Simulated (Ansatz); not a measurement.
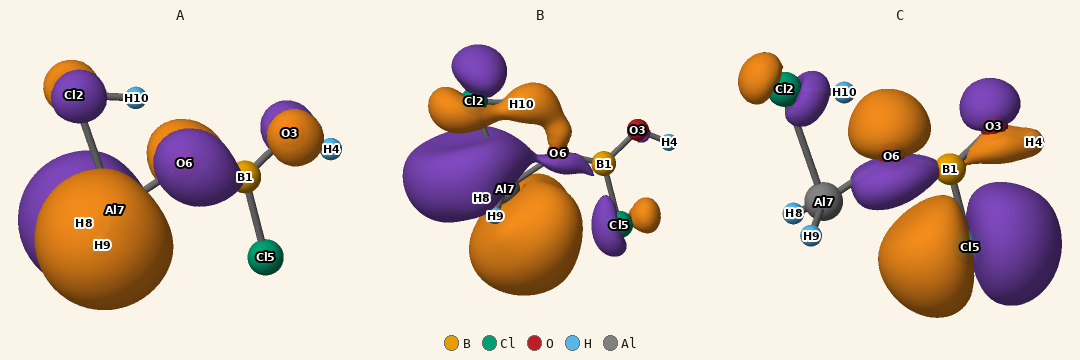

The picture shows: AlBCl$_{2}$H$_{4}$O$_{2}$. Three frontier orbitals at ±0.06 Å⁻³ᐟ² (orange and purple are the two phases), in no order.

Method: RKS B3LYP/cc-pVDZ in Ansatz 0.2.0.

The calculation's input:

```
crystal:
  periodic: [false, false, false]
  atoms:
    - { symbol: B, position_ang: [-0.14369, 0.374344, -0.349678] }
    - { symbol: Cl, position_ang: [0.183594, -0.132672, 2.663509] }
    - { symbol: O, position_ang: [1.159722, 0.055335, -0.523471] }
    - { symbol: H, position_ang: [1.282328, -0.820436, -0.91616] }
    - { symbol: Cl, position_ang: [-1.4281, -0.812089, -0.819486] }
    - { symbol: O, position_ang: [-0.490193, 1.614697, 0.142066] }
    - { symbol: Al, position_ang: [-1.877449, 2.688889, 0.169236] }
    - { symbol: H, position_ang: [-3.017301, 2.536905, -0.908813] }
    - { symbol: H, position_ang: [-1.793881, 3.782699, 1.302226] }
    - { symbol: H, position_ang: [0.424771, 1.040827, 2.067471] }
basis:
  gaussian: { orbitals: cc-pVDZ }
hamiltonian:
  xc: b3lyp
relax:
  f_tol: 0.03
  max_steps: 50
output:
  orbitals: {}
```

Command:

```sh
ansatz run input.yaml --threads 4 --pin off --max-ram 5120MiB --backend cpu --events-out ev --progress --plain --runs-dir out
```

The fields are those of the run's last geometry, not of the input's.

Order the three orbitals by energy and name them.

Answer. C is the HOMO−1 (−8.65 eV). It lies mainly on Cl5 (about 70 %) and O6 (about 15 %); largely a lone pair of Cl5. A is the HOMO (−8.20 eV). By Hirshfeld shares it lies mainly on Al7 (about 30 %), H8 (about 25 %), H9 (about 25 %) and O6 (about 10 %). B is the LUMO (−0.70 eV). Its weight (Hirshfeld) is mainly on Al7 (about 65 %), Cl2 (about 10 %), H9 (about 5 %) and H8 (about 5 %).

What is the HOMO–LUMO gap?

Answer. 7.50 eV between the orbital energies.
